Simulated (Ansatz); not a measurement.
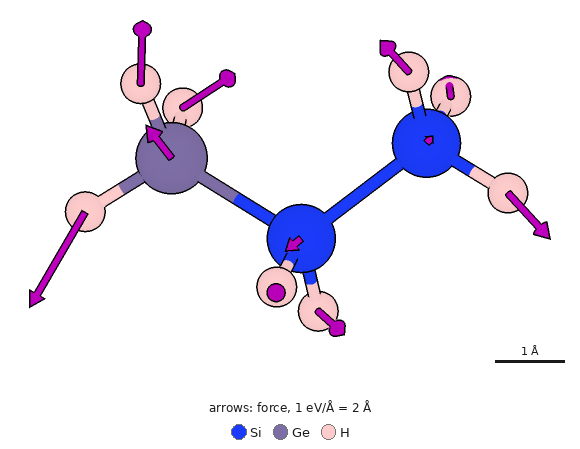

Starting geometry of GeSi₂H₈ with the computed forces as purple arrows. The picture is a ball-and-stick view, seen at a tilt.

The start comes from GFN2-xTB.

Computed with RKS PBE0-D4/def2-TZVP (Ansatz 0.2.0). Settings: force threshold 0.005 eV/Å; at most 150 steps.

Q: Is this structure relaxed? If not, where do the atoms go?

A: It isn't relaxed: the largest force vector, on H atoms, is 0.82 eV/Å. The final displacements follow the starting forces only in part (cosine between the two patterns 0.74). The largest moves after the best rigid fit, 0.12 Å, are those of H atoms. By element the largest moves are H 0.12 Å, Ge 0.06 Å, Si 0.03 Å. Among the contacts that change: Ge–Si 2.341 → 2.380 Å, Ge–H 1.502 → 1.538 Å, H–Si 1.464 → 1.488 Å, Si–Si 2.318 → 2.337 Å. Bond angles that change, for instance: Si–Ge–H 117.6° → 111.3°, H–Ge–H 102.3° → 108.2°, H–Ge–H 102.6° → 108.5°. Over 6 geometry steps the energy falls by 3.75 kcal/mol. Largest force component: 0.81 eV/Å at the start, 0.00056 eV/Å at the end. The run took 19 s on 4 threads of Arm Neoverse V2, with other jobs on the host.
